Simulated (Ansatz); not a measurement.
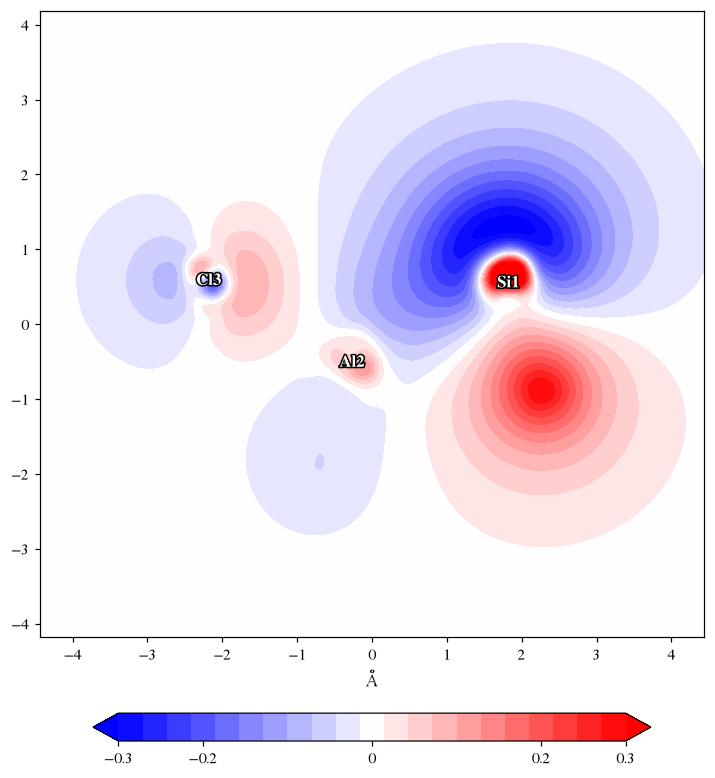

Figure. AlClH3Si (charge −1). The HOMO−1 on the plane of atoms Si1, Al2 and Cl3 (values in Å⁻³ᐟ²; the overall sign is arbitrary).

These are results of RKS PBE0-D4/def2-TZVP (Ansatz 0.2.0), not measurements.

```xyz
6

Si   -0.6372   -0.6029   -1.5624
Al    0.5500   -0.4077    0.4540
Cl    0.3112    1.2887    1.8421
H     0.4113   -1.7157   -1.7838
H     0.6141    0.4012   -1.3875
H     1.9090   -1.1282    0.9617
```

Where does this orbital lie, and at what energy?

Its weight (Hirshfeld) is mainly on Si1 (about 65 %), Al2 (about 15 %), H4 (about 10 %) and H5 (about 10 %). Its energy is −2.13 eV.
